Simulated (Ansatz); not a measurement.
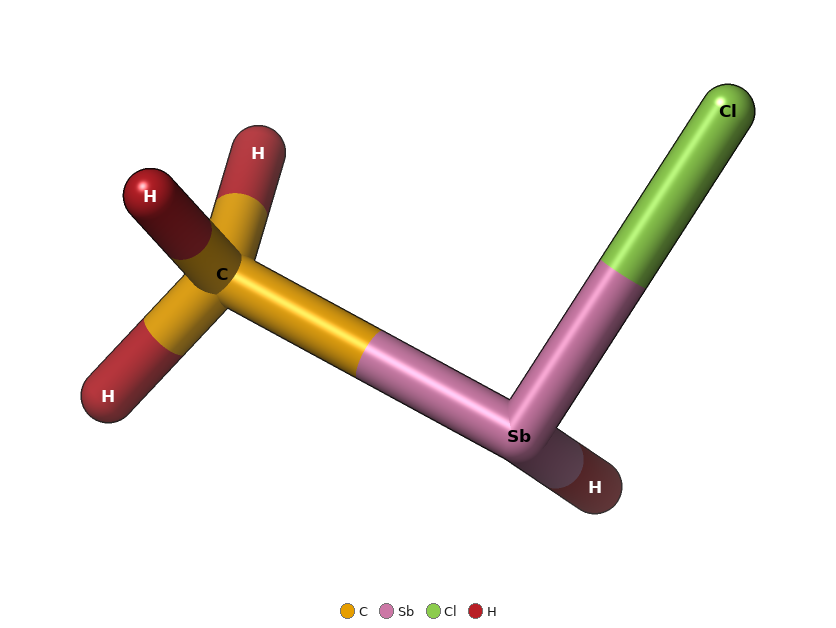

Stick drawing of a structure.

The geometry was computed by an optimisation with PBE0-D4/def2-TZVP.

Describe the molecule.

The molecule is CH4ClSb. SMILES: `[CH3][SbH][Cl]`. The point group is C1. Coordination: 1 C tetrahedral; 1 Sb trigonal pyramidal.

More results for the same structure follow; atom numbers are the same in all pictures, views and colours differ.

**Shape**

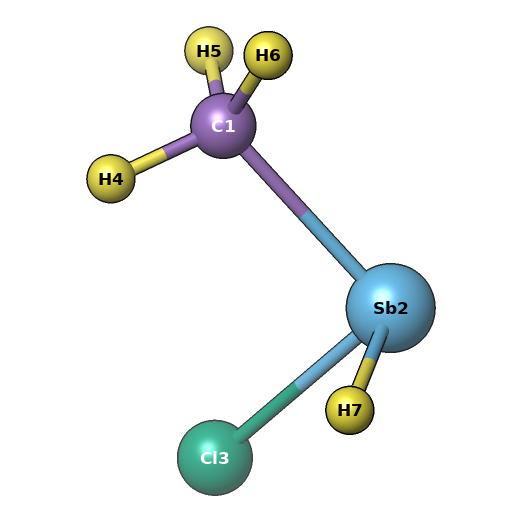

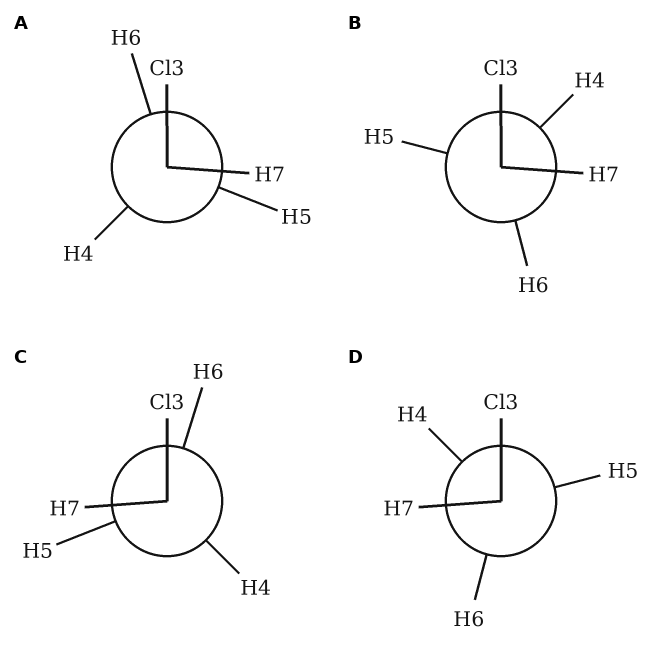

Distant atoms are faded towards the background colour. Bonds that would overlap in a projection are set slightly apart.

> Which Newman projection shows the view along Sb2–C1, with Sb2 in front?

B. The torsion angle Cl3–Sb2–C1–H4 is 45°, synclinal (gauche).

**Charges**

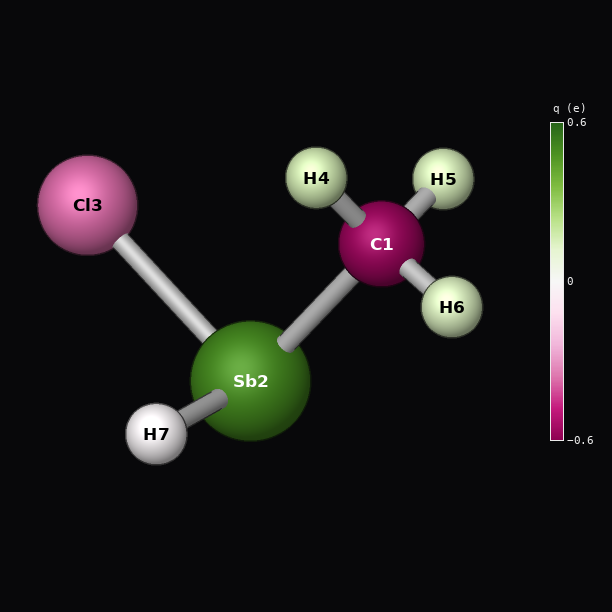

Atoms are coloured by their Mulliken charges. Method: RKS PBE0-D4/def2-TZVP, core potentials on Sb (Ansatz 0.2.0).

Give the Mulliken charges atom by atom.

```tsv
atom	value (e)
C1	−0.57
Sb2	0.50
Cl3	−0.37
H4	0.16
H5	0.15
H6	0.14
H7	−0.02
```

**Dipole moment**

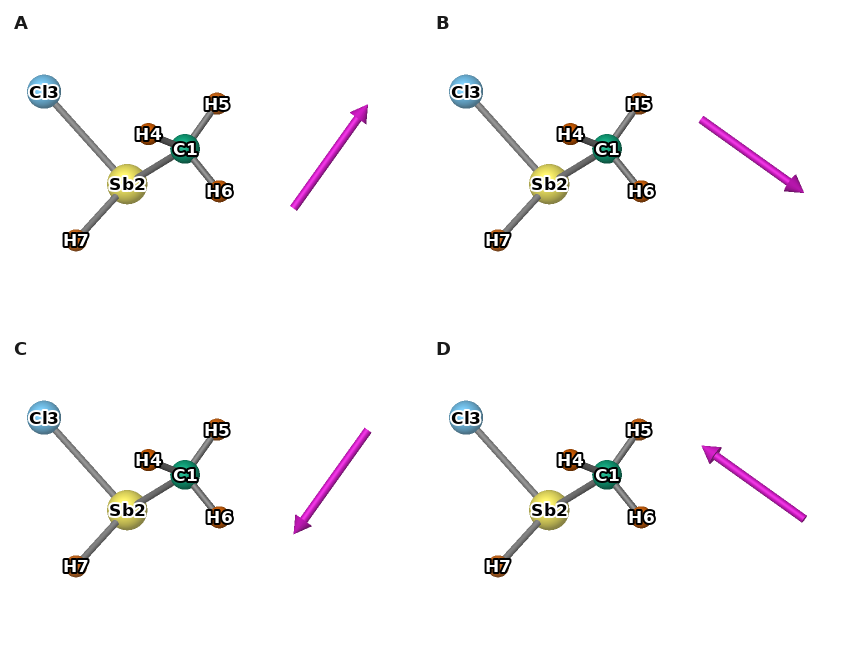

The same molecule four times, each with an arrow. Method: RKS B3LYP-D4/def2-TZVPP, core potentials on Sb (Ansatz 0.2.0).

> Which arrow points along the dipole moment, from the negative to the positive end?

B. The dipole moment is 2.72 D; it points from the side of Cl3 to the side of H6 (the outermost atoms at the two ends).

**Vibrations**

Harmonic vibrations computed with RKS PBE0-D4/def2-TZVP, core potentials on Sb (Ansatz 0.2.0) at a stationary point of the same level.

> List the wavenumbers.

15 modes: 126, 156, 357, 525, 570, 628, 767, 852, 1232, 1442, 1451, 1938, 3065, 3162, 3184 cm⁻¹.

Mulliken values depend strongly on the basis set and can even reverse the polarity of a bond.
